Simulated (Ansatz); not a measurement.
A series of calculations on SiPH5

## 1. Relaxation

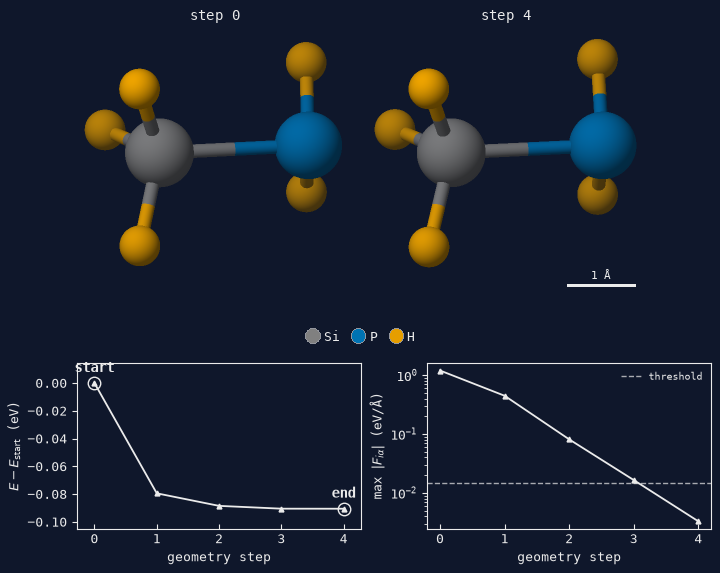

First and last geometry of a relaxation of SiPH₅, with the history of the run. Style: ball-and-stick. Shown at a tilt.

The run prepares an end point of a later path (inversion) calculation, from a guessed geometry.

These are results of Ansatz, RKS r2SCAN/def2-SVP, not measurements. (no spin polarisation; force threshold 0.015 eV/Å; at most 40 steps)

**Read the history and describe the run.**

It converged. Over 4 geometry steps the energy falls by 0.091 eV. The largest force component goes from 1.2 to 0.0033 eV/Å. The largest move after the best rigid fit is that of the P atom, 0.050 Å. Largest moves by element: P 0.050 Å, H 0.046 Å, Si 0.012 Å. Some distances before and after: H–P 1.383 → 1.430 Å, P–Si 2.234 → 2.270 Å, H–Si 1.462 → 1.493 Å. Among the angles between lasting bonds that change: H–Si–H 111.1° → 108.9°, Si–P–H 95.7° → 93.6°.

```tsv
step	E − E(0), eV	largest force component, eV/Å
0	0.0000	1.2072
1	-0.0794	0.4491
2	-0.0885	0.0813
3	-0.0905	0.0165
4	-0.0905	0.0033
```

## 2. Relaxation

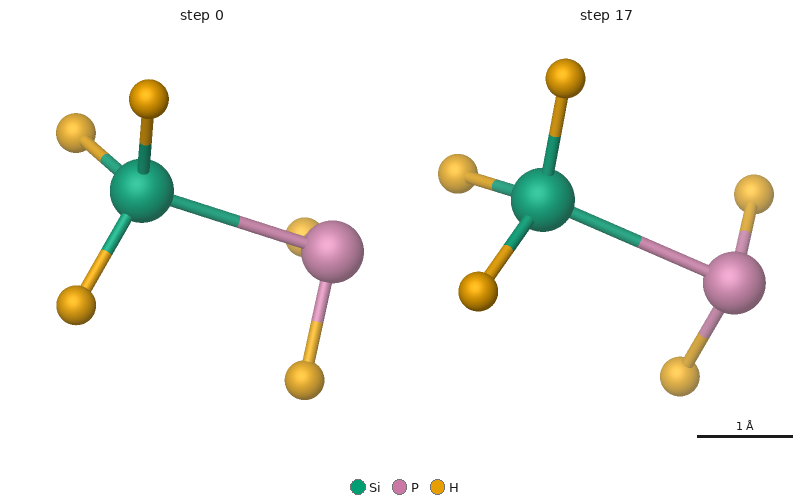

The structure of SiPH$_{5}$ before (left) and after (right) a relaxation, at one scale.

A ball-and-stick model, seen from a free direction.

The run prepares an end point of a later path (inversion) calculation, from a guessed geometry.

The calculation used RKS r2SCAN/def2-SVP in Ansatz.

The input:
```yaml
crystal:
  periodic: [false, false, false]
  atoms:
    - { symbol: Si, position_ang: [-0.64083, -0.36155, -0.39592] }
    - { symbol: P, position_ang: [1.06131, -0.00912, 1.00768] }
    - { symbol: H, position_ang: [-1.8255, -0.60294, 0.42634] }
    - { symbol: H, position_ang: [-0.29892, -1.54433, -1.18463] }
    - { symbol: H, position_ang: [-0.89051, 0.76891, -1.29366] }
    - { symbol: H, position_ang: [0.40379, -0.46348, 2.13631] }
    - { symbol: H, position_ang: [1.66891, -1.23468, 0.80214] }
basis:
  gaussian: { orbitals: def2-SVP }
hamiltonian:
  xc: r2scan
relax:
  f_tol: 0.015
  max_steps: 40
```

Launched with:
```bash
ansatz run input.yaml --threads 1 --pin off --max-ram 2048MiB --backend cpu --events-out ev --progress --plain --runs-dir out
```

Summarise the run.

After 15 accepted moves (17 points after the start) the energy has fallen by 0.183 eV. The largest force component goes from 1.5 to 0.0051 eV/Å. The line search rejected the trial steps at points 9, 16 of the run. The forces were under the threshold at step 3, but the run went on from there. H7 moves most after the best rigid fit: 0.79 Å. By element the largest moves are H 0.79 Å, P 0.37 Å, Si 0.10 Å. Near-neighbour distances that change, for instance: P2–H6 1.383 → 1.430 Å, Si1–P2 2.234 → 2.270 Å, Si1–H3 1.462 → 1.493 Å. Among the angles between lasting bonds that change: P2–Si1–H4 106.8° → 114.0°, P2–Si1–H5 113.1° → 108.1°, Si1–P2–H7 95.8° → 93.6°. Groups turn about Si1–P2 by about 60°. Cost: 36 s on 1 thread of Arm Neoverse V2 (shared host), peak memory 0.12 GiB.

## 3. Path

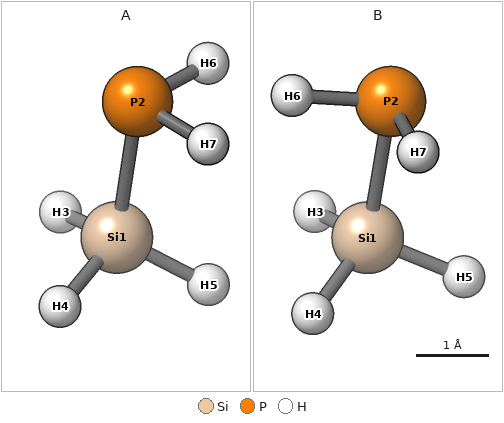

The two relaxed end points of a path for SiPH₅. A ball-and-stick model, seen from a free direction.

All numbers below come from Ansatz, RKS r2SCAN/def2-SVP.

Settings: 9 movable images; climbing image; force threshold 0.03 eV/Å; iteration limit 60.

Start:
```xyz
7

Si   -0.6309   -0.3584   -0.3893
P     1.0949   -0.0142    1.0440
H    -1.8564   -0.6222    0.4217
H    -0.3184   -1.5706   -1.2029
H    -0.8970    0.7882   -1.3106
H     0.6452    1.2921    1.4145
H     1.9626    0.4851    0.0225
```

End:
```xyz
7

Si   -0.6732   -0.2160   -0.4218
P     0.7897    1.0018    0.8150
H    -1.9292   -0.3682    0.3708
H    -0.1694   -1.5723   -0.7967
H    -0.9768    0.5482   -1.6679
H     1.0538   -0.0732    1.7210
H     1.9051    0.6797   -0.0205
```

Q: Predict the minimum-energy path and its barrier.

A: The two ends have the same energy, and the highest point, image 4, lies 24.0 kcal/mol above the start. The motion is an umbrella inversion at P2. No bond forms or breaks between the ends. Bond angles that change up to the highest image, for instance: Si1–P2–H7 93.6° → 125.9°, Si1–P2–H6 93.6° → 121.2°. The band converged in 17 iterations, with a climbing image at the top. At the top, the vibrational analysis gives one imaginary mode (702i cm⁻¹), as a transition state must have.

Energies of the converged images:

```
image  path (Å)  E (kcal/mol)
    0      0.00           0.0
    1      0.40           0.3
    2      0.81           2.4
    3      1.21          12.6
    4      1.61          24.0
    5      1.88          17.9
    6      2.16           7.5
    7      2.43           2.4
    8      2.71           0.6
    9      2.98           0.2
   10      3.25           0.0
```

The geometry at the top of the path:

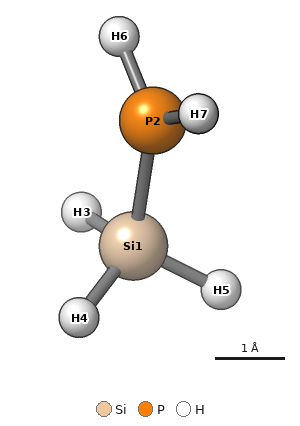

Cost: 4.7 min on 1 thread of Arm Neoverse V2 (shared host), peak memory 0.11 GiB.
